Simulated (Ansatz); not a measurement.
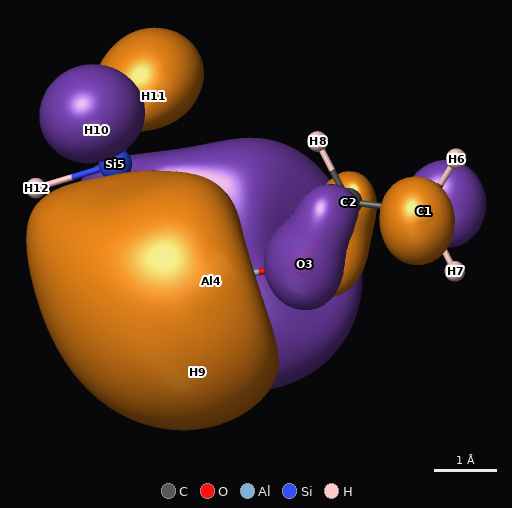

Figure 1: C2H7AlOSi. One frontier orbital at ±0.05 Å⁻³ᐟ² (orange and purple are the two phases), seen at a tilt.

The calculation used Ansatz 0.2.0, RKS CAM-B3LYP-D4/def2-SVP.

Input

```
crystal:
  periodic: [false, false, false]
  atoms:
    - { symbol: C, position_ang: [-2.3024, 1.3493, 0.7568] }
    - { symbol: C, position_ang: [-1.2573, 0.733, 0.3952] }
    - { symbol: O, position_ang: [-0.4128, 1.288, -0.5519] }
    - { symbol: Al, position_ang: [1.2499, 0.4223, -1.0721] }
    - { symbol: Si, position_ang: [1.7256, -1.7033, -0.1739] }
    - { symbol: H, position_ang: [-3.0326, 0.9856, 1.4693] }
    - { symbol: H, position_ang: [-2.548, 2.3615, 0.3128] }
    - { symbol: H, position_ang: [-1.008, -0.212, 0.8371] }
    - { symbol: H, position_ang: [2.1471, 1.1051, -2.1016] }
    - { symbol: H, position_ang: [1.8644, -1.5715, 1.3259] }
    - { symbol: H, position_ang: [0.6413, -2.6529, -0.4455] }
    - { symbol: H, position_ang: [3.0096, -2.1603, -0.7179] }
basis:
  gaussian: { orbitals: def2-SVP }
hamiltonian:
  xc: cam_b3lyp
  dispersion: d4
relax:
  f_tol: 0.015
  max_steps: 40
output:
  orbitals: {}
```

Command:

```sh
ansatz run input.yaml --threads 2 --pin off --max-ram 3072MiB --backend cpu --events-out ev --progress --plain --runs-dir out
```

The fields are those of the relaxed geometry.

**Which orbital is it: HOMO or LUMO?**

The LUMO, at −0.64 eV. It lies mainly on Al4 (about 65 %) and Si5 (about 15 %).
